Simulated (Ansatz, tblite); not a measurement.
# SiMe(OiPr)3 (C₁₀H₂₄O₃Si): a ladder of methods and basis sets, part 2 of 2

Aim: run the singlet of SiMe(OiPr)3 (C₁₀H₂₄O₃Si) at one geometry on many levels, and compare frontier levels, spin and run time.

Ansatz 0.2.0, Gaussian basis; as each input shows. The steps go on from the part before.

### 12 CCSD(T)/def2-SVP

in.yaml

```yaml
crystal:
  periodic: [false, false, false]
  atoms:
    - {symbol: Si, position_ang: [0.092663, -0.064479, 0.488530]}
    - {symbol: C, position_ang: [0.429405, -0.356385, 2.309557]}
    - {symbol: H, position_ang: [-0.512703, -0.365459, 2.895191]}
    - {symbol: H, position_ang: [1.080373, 0.439416, 2.726349]}
    - {symbol: H, position_ang: [0.938679, -1.329023, 2.469322]}
    - {symbol: O, position_ang: [1.499565, -0.157650, -0.408901]}
    - {symbol: C, position_ang: [2.269137, -1.353058, -0.609807]}
    - {symbol: C, position_ang: [3.740873, -0.957147, -0.657981]}
    - {symbol: C, position_ang: [1.793558, -2.056825, -1.879411]}
    - {symbol: H, position_ang: [2.117557, -2.044900, 0.255583]}
    - {symbol: H, position_ang: [3.919432, -0.258574, -1.501203]}
    - {symbol: H, position_ang: [4.388551, -1.846155, -0.796902]}
    - {symbol: H, position_ang: [4.038998, -0.447505, 0.279646]}
    - {symbol: H, position_ang: [0.717899, -2.305223, -1.795097]}
    - {symbol: H, position_ang: [1.929570, -1.390473, -2.755904]}
    - {symbol: H, position_ang: [2.365306, -2.990877, -2.055656]}
    - {symbol: O, position_ang: [-0.577626, 1.444131, 0.232318]}
    - {symbol: C, position_ang: [0.068391, 2.701378, 0.479398]}
    - {symbol: C, position_ang: [-1.008509, 3.704595, 0.880688]}
    - {symbol: C, position_ang: [0.855038, 3.129030, -0.759832]}
    - {symbol: H, position_ang: [0.783702, 2.591936, 1.332686]}
    - {symbol: H, position_ang: [-1.741266, 3.824156, 0.055747]}
    - {symbol: H, position_ang: [-0.565989, 4.696530, 1.103063]}
    - {symbol: H, position_ang: [-1.555202, 3.353197, 1.778587]}
    - {symbol: H, position_ang: [1.606747, 2.358704, -1.020263]}
    - {symbol: H, position_ang: [0.166809, 3.247331, -1.622337]}
    - {symbol: H, position_ang: [1.373863, 4.094486, -0.588402]}
    - {symbol: O, position_ang: [-0.963925, -1.204286, -0.123425]}
    - {symbol: C, position_ang: [-2.323524, -1.401025, 0.289282]}
    - {symbol: C, position_ang: [-2.649113, -2.881619, 0.119109]}
    - {symbol: C, position_ang: [-3.245403, -0.486629, -0.518667]}
    - {symbol: H, position_ang: [-2.425876, -1.140104, 1.372569]}
    - {symbol: H, position_ang: [-2.545548, -3.172838, -0.947029]}
    - {symbol: H, position_ang: [-3.686448, -3.101097, 0.443565]}
    - {symbol: H, position_ang: [-1.953708, -3.506062, 0.715361]}
    - {symbol: H, position_ang: [-2.953570, 0.572549, -0.379118]}
    - {symbol: H, position_ang: [-3.164815, -0.727674, -1.599077]}
    - {symbol: H, position_ang: [-4.302901, -0.612377, -0.207523]}
basis:
  gaussian: {orbitals: def2-SVP, initial_orbitals: start.molden}
correlation: {method: ccsd_t}
scf: {omitted_lower_state_checks: [starts]}
output: {orbitals: {seedname: orbitals}}
```

On the command line:

```
$ ansatz run in.yaml --threads 2 --pin off --events-out ev --progress --plain --max-ram 32768MiB --backend cuda --devices 0, --max-vram 18GiB
```

Output, cut to the lines that bear on the results:

```text
Functional definition: HF
  name "HF"
  cite "Fock, Z. Phys. 61, 126 (1930) doi:10.1007/BF01340294"
  parent pbe
[...]
3269 factors; integrals over basis functions are off by at most 1.2e-3 eV
[...]
mean field -24647.69204130 eV, -905.7859757119 hartree, gradient 9.3e-7 eV, S^2 0.000000; 0 other end points of the search recorded, 0 dependent functions left out
18 core orbitals not correlated: weight in the atoms' cores, before any rotation towards them, 1.000 or more for the frozen orbitals, at most 0.000 for the correlated occupied ones
reference -24647.69204130 eV, -905.7859757119 hartree; 43, 43 occupied and 259, 259 virtual orbitals, 3269 factors
second order -56.74474985 eV of doubles, -0.00000000 eV of singles
cycle   1  -59.14221357 eV  change    -2.4e0 eV  update   1.6e-1
[...]
cycle   8  -60.94529487 eV  change    8.6e-5 eV  update   6.4e-5
perturbative correction -1.77964153 eV, -0.0654006198 hartree
Total energy: -24710.41697769 eV, -908.0910746080 hartree
Checks for a lower state left out: starts
```

Wall time 49 s (1 × H100 (card shared with other runs) with 2 threads of AMD EPYC 7R13, shared host); peak host memory 0.93 GiB.

From the report: Hartree-Fock HOMO -11.48 eV, LUMO 4.17 eV; T1 0.010.

### 13 MP2/def2-TZVP

in.yaml, as its differences from that of step 12:

```diff
@@ -42,4 +42,4 @@
 basis:
-  gaussian: {orbitals: def2-SVP, initial_orbitals: start.molden}
-correlation: {method: ccsd_t}
+  gaussian: {orbitals: def2-TZVP, initial_orbitals: start.molden}
+correlation: {method: mp2}
 scf: {omitted_lower_state_checks: [starts]}
```

Launched as before.

Output:

```text
Functional definition: HF
  name "HF"
  cite "Fock, Z. Phys. 61, 126 (1930) doi:10.1007/BF01340294"
  parent pbe
  exchange = exact_x
  correlation = 0
these checks for a lower state are left out or cut short: starts
4022 factors; integrals over basis functions are off by at most 1.3e-3 eV
mean field evaluation 1: about -24666.6942 eV, gradient 4.5e1 eV
mean field evaluation 2: about -24668.8381 eV, gradient 2.0e0 eV
mean field evaluation 4: about -24669.5984 eV, gradient 2.3e0 eV
mean field evaluation 8: about -24669.6067 eV, gradient 4.0e-4 eV
mean field -24669.60667288 eV, -906.5913235683 hartree, gradient 6.7e-6 eV, S^2 0.000000; 0 other end points of the search recorded, 0 dependent functions left out
18 core orbitals not correlated: weight in the atoms' cores, before any rotation towards them, 1.000 or more for the frozen orbitals, at most 0.000 for the correlated occupied ones
reference -24669.60667288 eV, -906.5913235683 hartree; 43, 43 occupied and 523, 523 virtual orbitals, 4022 factors
second order -68.48074179 eV of doubles, -0.00000000 eV of singles
Total energy: -24738.08741467 eV, -909.1079444114 hartree
Checks for a lower state left out: starts
```

Run time: 14 s. Hardware: 1 × H100 (card shared with other runs) with 2 threads of AMD EPYC 7R13, shared host; peak host memory 1.2 GiB.

From the report: Hartree-Fock HOMO -11.46 eV, LUMO 3.30 eV.

### 14 RPA/def2-TZVP

in.yaml, as its differences from that of step 13:

```diff
@@ -43,4 +43,4 @@
   gaussian: {orbitals: def2-TZVP, initial_orbitals: start.molden}
-correlation: {method: mp2}
+hamiltonian: {xc: pbe}
+correlation: {method: rpa}
 scf: {omitted_lower_state_checks: [starts]}
-output: {orbitals: {seedname: orbitals}}
```

Launched as before.

Output, cut to the lines that bear on the results:

```text
Functional definition: PBE
  name "PBE"
  cite "Perdew, Burke & Ernzerhof, Phys. Rev. Lett. 77, 3865 (1996) doi:10.1103/PhysRevLett.77.3865"
  parent pbe
[...]
4022 factors; integrals over basis functions are off by at most 1.3e-3 eV
[...]
mean field -24766.05987969 eV, -910.1359135401 hartree, gradient 1.5e-6 eV, S^2 0.000000; 0 other end points of the search recorded, 0 dependent functions left out
18 core orbitals not correlated: weight in the atoms' cores, before any rotation towards them, 1.000 or more for the frozen orbitals, at most 0.000 for the correlated occupied ones
reference -24665.45274614 eV, -906.4386695762 hartree; 43, 43 occupied and 523, 523 virtual orbitals, 4022 factors
Total energy: -24777.38905965 eV, -910.5522532247 hartree
Checks for a lower state left out: starts
```

Wall time 11 s (1 × H100 (card shared with other runs) with 2 threads of AMD EPYC 7R13, shared host); peak host memory 3.6 GiB.

### 15 Levels side by side

| level | functions | HOMO (eV) | LUMO (eV) | gap (eV) | time |
| --- | --- | --- | --- | --- | --- |
| HF/STO-3G | 98 | -8.16 | 11.50 | 19.66 | 3 s |
| PBE-D4/def2-SVP | 320 | -6.22 | 0.38 | 6.60 | 6.5 s |
| PBE-D4/def2-TZVP | 584 | -6.37 | -0.08 | 6.29 | 7.5 s |
| BLYP-D4/def2-TZVP | 584 | -6.28 | -0.04 | 6.24 | 7 s |
| r2SCAN-D4/def2-TZVP | 584 | -6.67 | 0.53 | 7.21 | 9.5 s |
| B97M-V/def2-TZVP | 584 | -6.84 | -0.01 | 6.82 | 10 s |
| PBE0-D4/def2-SVP | 320 | -7.75 | 1.23 | 8.98 | 10 s |
| PBE0-D4/def2-TZVP | 584 | -7.83 | 0.72 | 8.55 | 6 s |
| LC-ωPBE/def2-TZVP | 584 | -10.56 | 2.79 | 13.35 | 9.5 s |

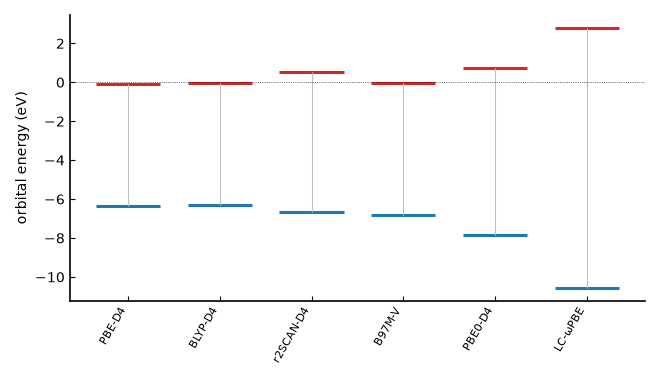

Highest filled (blue) and lowest empty (red) level in def2-TZVP.

The pieces so far (eV):

| basis | HF | MP2 correlation | CCSD correlation | (T) | total |
| --- | --- | --- | --- | --- | --- |
| def2-SVP | -24647.6920 | -56.7447 | -60.9453 | -1.7796 | -24710.4170 |
| def2-TZVP | -24669.6067 | -68.4807 |  |  | -24738.0874 (MP2) |

### 16 Binding energy

Free atoms were run apart at each level; binding is atoms less cluster, divided by the number of atoms, without zero-point or spin-orbit terms.

| method | binding an atom (eV) | from CCSD(T)/def2-SVP (eV) | time |
| --- | --- | --- | --- |
| HF/STO-3G | 3.766 | -0.263 | 3 s |
| HF/def2-SVP | 3.178 | -0.851 |  |
| HF/def2-TZVP | 3.132 | -0.897 |  |
| PBE-D4/def2-SVP | 4.309 | +0.280 | 6.5 s |
| PBE-D4/def2-TZVP | 4.276 | +0.247 | 7.5 s |
| BLYP-D4/def2-TZVP | 4.186 | +0.157 | 7 s |
| r2SCAN-D4/def2-TZVP | 4.211 | +0.182 | 9.5 s |
| B97M-V/def2-TZVP | 4.200 | +0.171 | 10 s |
| PBE0-D4/def2-SVP | 4.250 | +0.221 | 10 s |
| PBE0-D4/def2-TZVP | 4.216 | +0.187 | 6 s |
| LC-ωPBE/def2-TZVP | 4.190 | +0.161 | 9.5 s |
| MP2/def2-SVP | 4.064 | +0.035 |  |
| MP2/def2-TZVP | 4.117 | +0.088 | 14 s |
| CCSD/def2-SVP | 3.992 | -0.037 |  |
| CCSD(T)/def2-SVP | 4.029 | 0 | 49 s |

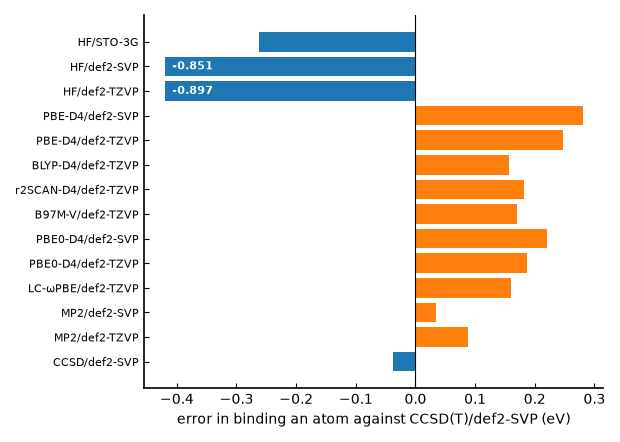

How far each level lands from CCSD(T)/def2-SVP. Bars with a number in them are cut short.

Some runs used a GPU and others CPU threads alone, so the times don't compare the methods' cost.

### 17 Summary of results

What follows sums up all 2 parts.

| quantity | value |
| --- | --- |
| gap in def2-TZVP, named functionals, smallest and largest | 6.24 eV (BLYP-D4), 13.35 eV (LC-ωPBE) |
| correlation energy, CCSD(T)/def2-SVP | -62.72 eV |
| correlation energy, MP2/def2-TZVP | -68.48 eV |
| binding an atom, CCSD(T)/def2-SVP | 4.029 eV |
| PBE0 total energy, smallest basis above largest | 21.65 eV (def2-SVP, def2-TZVP) |

Over the named functionals in def2-TZVP the gap runs from 6.24 eV (BLYP-D4) to 13.35 eV (LC-ωPBE); exact exchange widens it. A small miss in a minimal or small basis is a cancelling of errors, not accuracy. The functionals in def2-TZVP miss CCSD(T)/def2-SVP by +0.157 (BLYP-D4) to +0.247 eV (PBE-D4) an atom. The yardstick is in a double-zeta basis, so levels in larger sets aren't compared like for like. The reference is CCSD(T) in one finite basis, so it carries an error of its own, often a tenth of an eV or more, and near misses can't be ranked.

The slowest run with a step of its own, CCSD(T)/def2-SVP, took 49 s; the quickest functional in def2-TZVP took 6 s (shared host).
